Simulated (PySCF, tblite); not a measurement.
# C₆H₆F₂: geometry, infrared bands and NMR shifts

What infrared bands and NMR shifts should C₆H₆F₂ (`C[C@H]1C(F)=C/C1=C/F`) show?

Computed with tblite 0.8.0 and PySCF 2.14.0, with density-fitted response routines of our own, on a single molecule in the gas phase. Atoms are numbered from 0 throughout.

## (1) The molecule as given

14 atoms, charge 0, multiplicity 1; geometry from: force field or distance geometry start.

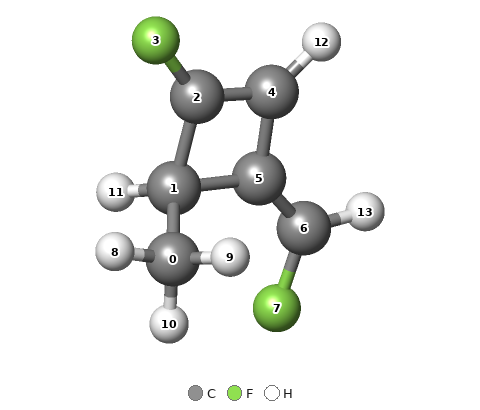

As it starts; carbon grey, fluorine green, hydrogen white, atoms numbered.

## (2) Optimising the geometry with GFN2-xTB

What the job is given:

```
{"job": {"kind": "relax", "xc": "GFN2-xTB", "basis": "xTB"}, "charge": 0, "multiplicity": 1}
C     -1.490800    -0.833100    -0.107200
C     -0.480600     0.214600    -0.548900
C     -0.454500     1.495900     0.280300
F     -1.367500     2.484200     0.463700
C      0.797100     1.297400     0.734000
C      0.916500     0.055400     0.014200
C      1.879000    -0.851600    -0.111900
F      1.722600    -1.948500    -0.862100
H     -2.505800    -0.512000    -0.376600
H     -1.485100    -1.007200     0.979700
H     -1.313600    -1.788100    -0.608000
H     -0.530300     0.357600    -1.624500
H      1.455600     1.862000     1.388700
H      2.856700    -0.827100     0.356600
```

Started as:

```sh
OMP_NUM_THREADS=1 python probes_run.py task.json out
```

This one command runs all jobs of the session in turn.

Standard output:

```text
step      E/eV     max force
  0    -688.25620    1.170
  1    -688.29416    1.073
  2    -688.30787    0.387
  3    -688.31181    0.153
  4    -688.31459    0.117
  5    -688.31617    0.118
  6    -688.31720    0.077
  7    -688.31765    0.055
  8    -688.31794    0.055
  9    -688.31815    0.049
 10    -688.31830    0.029
 11    -688.31839    0.025
 12    -688.31845    0.025
 13    -688.31850    0.016
 14    -688.31853    0.012
 15    -688.31855    0.013
 16    -688.31857    0.014
 17    -688.31860    0.014
 18    -688.31862    0.012
 19    -688.31865    0.011
 20    -688.31867    0.017
 21    -688.31870    0.019
 22    -688.31874    0.017
 23    -688.31876    0.012
 24    -688.31877    0.011
 25    -688.31878    0.008
```

Wall time 0.1 s (1 thread of Arm Neoverse V2, shared host).

Along the way:

```
step  energy from step 0 (eV)  largest force (eV/Å)
   0                   0.0000                1.1695
   1                  -0.0380                1.0735
   2                  -0.0517                0.3872
   3                  -0.0556                0.1527
   4                  -0.0584                0.1171
   5                  -0.0600                0.1182
   6                  -0.0610                0.0773
   7                  -0.0614                0.0555
   8                  -0.0617                0.0546
   9                  -0.0619                0.0488
  10                  -0.0621                0.0286
  11                  -0.0622                0.0254
  12                  -0.0622                0.0255
  13                  -0.0623                0.0163
  14                  -0.0623                0.0120
  15                  -0.0623                0.0131
  16                  -0.0624                0.0140
  17                  -0.0624                0.0140
  18                  -0.0624                0.0117
  19                  -0.0625                0.0111
  20                  -0.0625                0.0175
  21                  -0.0625                0.0189
  22                  -0.0625                0.0171
  23                  -0.0626                0.0122
  24                  -0.0626                0.0112
  25                  -0.0626                0.0085
```

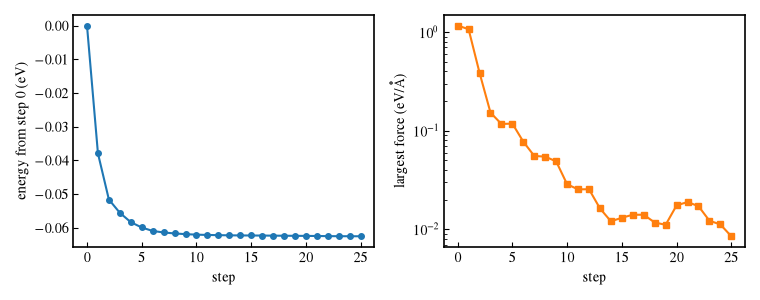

Energy and force, step by step.

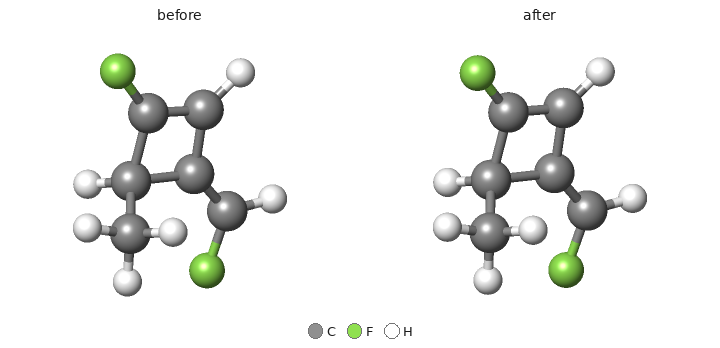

The geometry before (left) and after (right).

Distances of close pairs at the start and the end, largest changes first:

```
  bond  before (Å)  after (Å)  change (Å)
 C2–F3       1.358      1.329      -0.029
 C4–C5       1.440      1.462      +0.021
 C1–C5       1.515      1.534      +0.019
 C1–C2       1.526      1.511      -0.016
C4–H12       1.087      1.072      -0.015
 C0–H9       1.101      1.088      -0.013
 C0–H8       1.098      1.088      -0.010
 C5–C6       1.329      1.320      -0.009
```

The final coordinates are the input of the step that follows.

## (3) Infrared spectrum with GFN2-xTB

What the job is given:

```
{"job": {"kind": "ir", "xc": "GFN2-xTB", "basis": "xTB"}, "charge": 0, "multiplicity": 1}
C     -1.504386    -0.831845    -0.108094
C     -0.492949     0.219858    -0.535229
C     -0.447374     1.491507     0.278893
F     -1.371467     2.431471     0.446299
C      0.795767     1.315180     0.741912
C      0.930311     0.055233     0.013039
C      1.874345    -0.858880    -0.108466
F      1.708003    -1.953217    -0.873765
H     -2.510200    -0.514392    -0.373679
H     -1.457979    -0.986491     0.967725
H     -1.291847    -1.774664    -0.605643
H     -0.532928     0.375726    -1.615444
H      1.457669     1.864229     1.381132
H      2.842356    -0.834187     0.369155
```

Standard output:

```text
mode    cm-1     km/mol
  1      88.5      3.26
  2     129.5      3.13
  3     192.8      0.53
  4     203.4      2.02
  5     237.6      1.75
  6     317.1      3.19
  7     379.3      6.30
  8     465.9      3.43
  9     520.6      4.32
 10     624.9      0.46
 11     656.0     38.31
 12     770.4      6.55
 13     801.4      8.00
 14     811.9     24.93
 15     874.1     15.67
 16    1033.1      2.48
 17    1063.8    110.37
 18    1069.5     12.23
 19    1091.9    121.74
 20    1131.0     21.49
 21    1164.1      1.61
 22    1199.1      3.52
 23    1250.2      0.14
 24    1254.6    132.20
 25    1320.3     14.61
 26    1404.6      3.30
 27    1485.7      5.59
 28    1490.3      4.88
 29    1668.0    135.71
 30    1783.8     85.18
 31    2959.0     24.37
 32    3037.7     24.01
 33    3039.9     22.93
 34    3047.4     12.17
 35    3081.9     17.10
 36    3162.8     18.50
```

Wall time 0.28 s (1 thread of Arm Neoverse V2, shared host).

The strongest bands and the atoms that carry them (share of the mass-weighted mode):

```
cm⁻¹  km/mol                                 atoms
 656    38.3    F3 29 %, C6 22 %, C4 18 %, C5 12 %
 812    24.9                     H12 71 %, C4 24 %
1064   110.4                              H12 41 %
1092   121.7   C6 26 %, F7 18 %, C5 16 %, H11 14 %
1255   132.2  C2 22 %, H11 15 %, H13 14 %, C4 13 %
1668   135.7                      C2 51 %, C4 32 %
1784    85.2                      C5 53 %, C6 32 %
2959    24.4                              H11 93 %
```

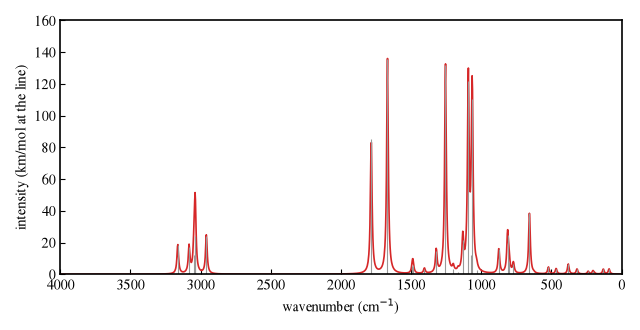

The infrared spectrum from these modes, unscaled. Lines are broadened to a width of 14 cm⁻¹ (Lorentzian).

## (4) NMR shieldings: PBE0/pcSseg-1

The job, as its differences from that of step 3:

```diff
@@ -1,2 +1,2 @@
-{"job": {"kind": "ir", "xc": "GFN2-xTB", "basis": "xTB"}, "charge": 0, "multiplicity": 1}
+{"job": {"kind": "nmr", "xc": "PBE0", "basis": "pcSseg-1"}, "charge": 0, "multiplicity": 1}
 C     -1.504386    -0.831845    -0.108094
```

Level: GIAO PBE0/pcSseg-1 NMR shielding, non-relativistic, gas phase.

Standard output:

```text
coarse grid: 12408 points
cycle   1  E = -431.2136405776  dE =  1.320e+00  |g| = 5.933e-01  |ddm| = 3.507e+00
cycle   2  E = -431.1743008903  dE =  3.934e-02  |g| = 7.788e-01  |ddm| = 1.008e+00
cycle   3  E = -431.2771489697  dE = -1.028e-01  |g| = 8.002e-02  |ddm| = 5.932e-01
cycle   4  E = -431.2781433074  dE = -9.943e-04  |g| = 4.436e-02  |ddm| = 1.068e-01
cycle   5  E = -431.2786065420  dE = -4.632e-04  |g| = 1.300e-02  |ddm| = 5.036e-02
cycle   6  E = -431.2786453340  dE = -3.879e-05  |g| = 3.690e-03  |ddm| = 1.298e-02
cycle   7  E = -431.2786483888  dE = -3.055e-06  |g| = 7.690e-04  |ddm| = 3.382e-03
final grid: 122688 points
cycle   8  E = -431.3393395347  dE = -3.931e-05  |g| = 7.932e-03  |ddm| = 4.068e-02
cycle   9  E = -431.3393294843  dE =  1.005e-05  |g| = 1.098e-02  |ddm| = 1.591e-02
cycle  10  E = -431.3393538936  dE = -2.441e-05  |g| = 1.581e-03  |ddm| = 9.349e-03
cycle  11  E = -431.3393543518  dE = -4.582e-07  |g| = 3.098e-04  |ddm| = 1.443e-03
cycle  12  E = -431.3393543712  dE = -1.945e-08  |g| = 1.403e-04  |ddm| = 3.992e-04
cycle  13  E = -431.3393543756  dE = -4.402e-09  |g| = 3.090e-05  |ddm| = 1.450e-04
cycle  14  E = -431.3393543758  dE = -2.061e-10  |g| = 1.179e-05  |ddm| = 3.797e-05
converged SCF energy = -431.3393543758

GIAO shielding tensors (ppm)
atom      isotropic    diamagn.    paramagn.     s11        s22        s33       span
  0 C      168.427     246.530     -78.103    153.675    166.107    185.497     31.823
  1 C      135.806     247.341    -111.534    119.556    137.328    150.535     30.978
  2 C       10.613     255.330    -244.716    -88.701     42.390     78.151    166.852
  3 F      264.694     471.414    -206.720    157.862    259.913    376.307    218.445
  4 C       75.987     251.134    -175.147     -5.657     97.619    135.998    141.655
  5 C       62.263     262.230    -199.967    -33.015     53.052    166.751    199.766
  6 C       39.928     244.719    -204.791    -32.801     72.914     79.671    112.472
  7 F      323.683     473.454    -149.771    245.202    299.052    426.794    181.592
  8 H       30.172      28.876       1.295     25.940     27.898     36.677     10.736
  9 H       30.732      29.697       1.035     27.747     28.850     35.598      7.851
 10 H       29.879      29.571       0.309     25.222     28.576     35.841     10.619
 11 H       27.919      30.185      -2.266     25.578     26.528     31.651      6.073
 12 H       26.591      31.920      -5.330     24.339     24.771     30.662      6.322
 13 H       24.814      29.062      -4.248     21.814     25.533     27.095      5.281
```

Wall time 22 s (1 thread of Arm Neoverse V2, shared host); peak memory 0.74 GiB.

Shifts follow as δ = σ(reference) − σ, with reference shieldings (ppm) from runs at the same level and on the same kind of geometry: 1H TMS 31.72, 13C TMS 186.9, 19F CFCl3 170.9. The references are single molecules in the gas phase, so shifts against H2O, NH3, PH3, H3PO4 or CFCl3 are not on the usual liquid scales and can be off by tens of ppm. Atoms listed in one row are averaged.

```
      atoms                      environment  σ (ppm)  δ (ppm)  δ scaled to CDCl3
         C2  fully substituted alkene carbon     10.6    176.3              170.2
         C6                        alkene CH     39.9    147.0              141.6
         C5  fully substituted alkene carbon     62.3    124.7              119.8
         C4                        alkene CH     76.0    110.9              106.4
         C1                   allylic sp3 CH    135.8     51.1               48.0
         C0                    methyl carbon    168.4     18.5               16.1
        H13         hydrogen on an alkene CH    24.81     6.90               6.61
        H12         hydrogen on an alkene CH    26.59     5.13               4.94
        H11    hydrogen on an allylic sp3 CH    27.92     3.80               3.69
H8, H9, H10      hydrogen on a methyl carbon    30.26     1.46               1.48
         F3                 vinylic fluorine    264.7    -93.7                  –
         F7                 vinylic fluorine    323.7   -152.7                  –
```

The scaled column applies a straight-line fit of computed shieldings to shifts measured in CDCl3, and one for carbons that bear F (root-mean-square error 0.16 ppm for H, 1.9 ppm for C).

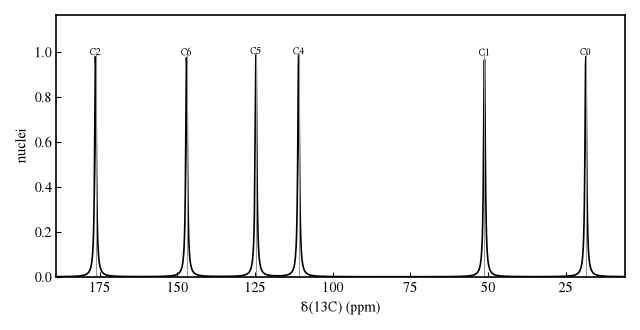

13C lines at the computed shifts, without couplings. Lines are broadened to a width of 0.63 ppm (Lorentzian).

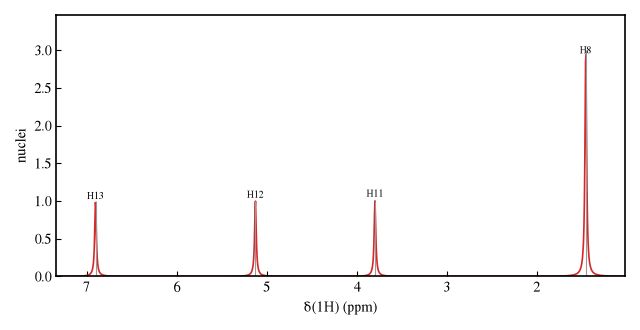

1H lines at the computed shifts, without couplings. Lines are broadened to a width of 0.02 ppm (Lorentzian).

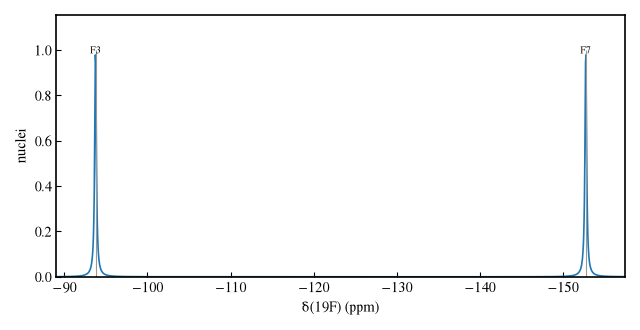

19F lines at the computed shifts, without couplings. Lines are broadened to a width of 0.24 ppm (Lorentzian).

The run also stored atomic charges by several schemes (e):

```
atoms  Mulliken    IAO  Hirshfeld  ESP fit
   C0     -0.19  -0.42      -0.12    -0.37
   C1     -0.29  -0.12      -0.02     0.32
   C2      0.33   0.30       0.10     0.12
   F3     -0.24  -0.24      -0.07    -0.13
   C4     -0.10  -0.22      -0.07    -0.27
   C5     -0.21  -0.03      -0.03    -0.20
   C6      0.31   0.10       0.02    -0.02
   F7     -0.29  -0.28      -0.09    -0.15
```

IAO charges:

C0 -0.42; C1 -0.12; C2 0.30; F3 -0.24; C4 -0.22; C5 -0.03; C6 0.10; F7 -0.28; H8 0.15; H9 0.15; H10 0.15; H11 0.15; H12 0.16; H13 0.16

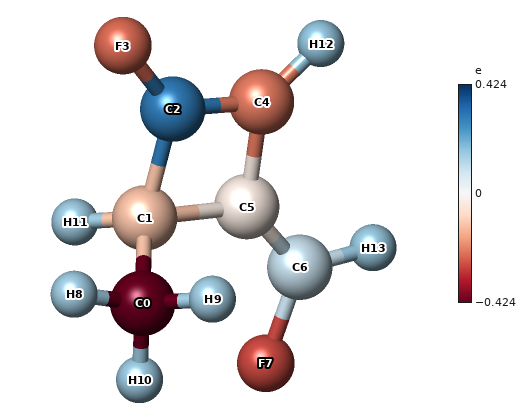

IAO charges, as colours on the atoms.

Mayer bond orders: C0–C1 1.02, C1–C2 1.03, C2–F3 0.99, C2–C4 1.70, C4–C5 0.99, C5–C6 1.80, C6–F7 0.94, C5–C1 0.93.

Ring of atoms C1, C2, C4, C5: NICS(0) -6.9, NICS(1) -3.3, NICS(1)zz -0.7 ppm (means of both faces).

The fields below are evaluated on a grid from the run's orbitals.

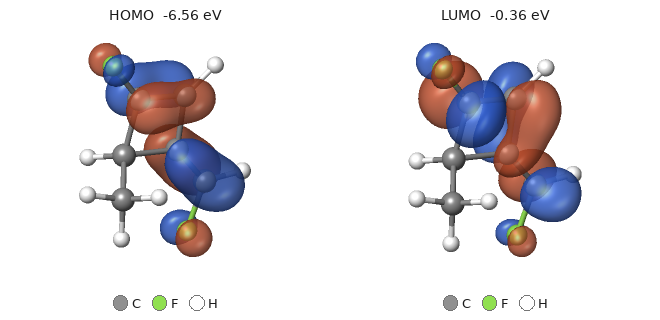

PBE0/pcSseg-1 orbitals near the gap, drawn at the value that encloses 70 % of each; the two colours are the two signs.

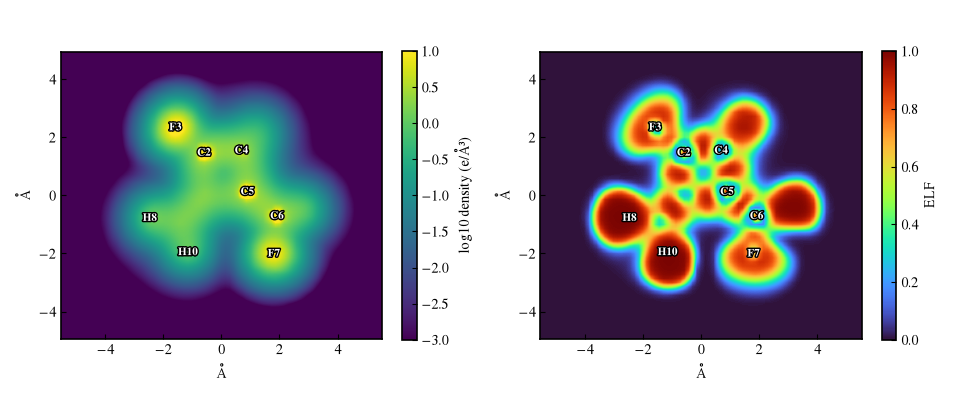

Density (left) and ELF (right) in a plane through or near 8 of the atoms.

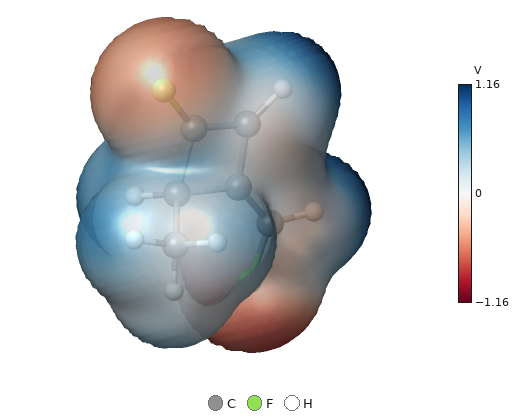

The potential that a unit positive charge feels on the 0.002 e/bohr³ surface, from -0.79 V near F7 to 1.16 V near H13.

## (5) What came out

```
                                                              quantity                                       value
                             strongest single infrared mode (GFN2-xTB)                       1668 cm⁻¹, 136 km/mol
                                          zero-point energy (GFN2-xTB)                               64.1 kcal/mol
                                13C shifts against TMS (PBE0/pcSseg-1)  176.3, 147.0, 124.7, 110.9, 51.1, 18.5 ppm
1H shifts against TMS (PBE0/pcSseg-1, means over atoms taken as alike)                  6.90, 5.13, 3.80, 1.46 ppm
                              19F shifts against CFCl3 (PBE0/pcSseg-1)                           -93.7, -152.7 ppm
                                 surface potential, least and greatest                          -0.79 V and 1.16 V
```

What this shows: The optimisation took 25 steps and gained 0.063 eV; among the close pairs (by a distance rule), C2–F3 changed most, from 1.358 to 1.329 Å. All 36 modes are real, so the xTB geometry is a minimum. The strongest single mode, at 1668 cm⁻¹, moves mainly C2 and C4. GFN2-xTB is a fitted tight-binding method: band positions and strengths are rough. Its intensities can rank the bands wrongly. At PBE0/pcSseg-1: The widest tensor belongs to F3: span 218 ppm, with a paramagnetic part of -207 ppm. By nearest atom (PBE0/pcSseg-1), the HOMO sits on C6 26 %; C2, C5 about 19 % each and the LUMO on C2 33 %; C4, C6 about 17 % each.
